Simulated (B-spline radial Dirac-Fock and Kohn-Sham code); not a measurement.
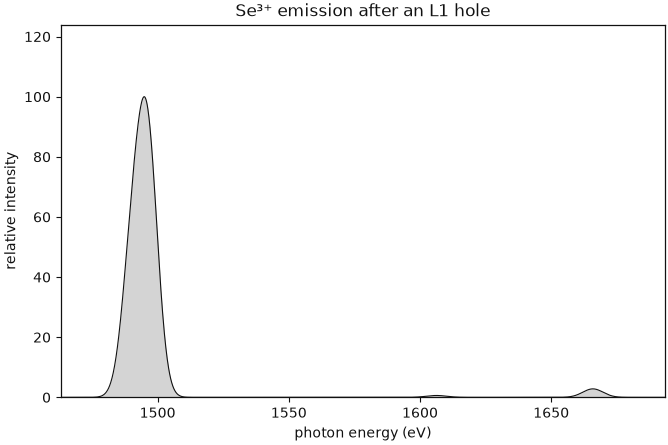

Figure. X-ray emission lines that fill an L1 (2s) hole, broadened by a Gaussian of 9.1 eV full width. Multiplet splitting by the open shell is left out. It refers to selenium in charge state +3 (Se³⁺), configuration [Ar] 3d10 4s2 4p1. Method: independent-particle rates on relativistic LDA orbitals of the hole state (multipoles to L = 3), energies from Dirac–Fock ΔSCF (computed with a radial B-spline solver). Widths ruled by Coster–Kronig decay come out up to twice the measured ones in this model.

Summarise the result.

The strongest line is L1-M3 (Lβ3) at 1.4962 keV with 61.5 % of the photons, then L1-M2 (Lβ4) at 1.4903 keV (34 %), L1-N3 (Lγ3) at 1.6661 keV (1.4 %), L1-N2 (Lγ2) at 1.6655 keV (0.74 %), L1-M5 at 1.6066 keV (0.28 %). The hole has a width of 6.04 eV and a fluorescence yield of 0.00201.
